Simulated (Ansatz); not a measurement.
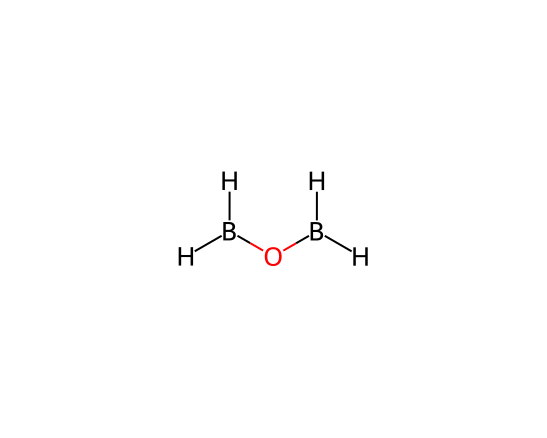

(Drawn from a calculation with Ansatz.)

Skeletal drawing of a molecule.

**Give its SMILES.**

BOB

**What is the molecular formula?**

B2H4O.

**An optimisation with PBE0-D4/def2-TZVP gave a structure of which point group?**

C2v.
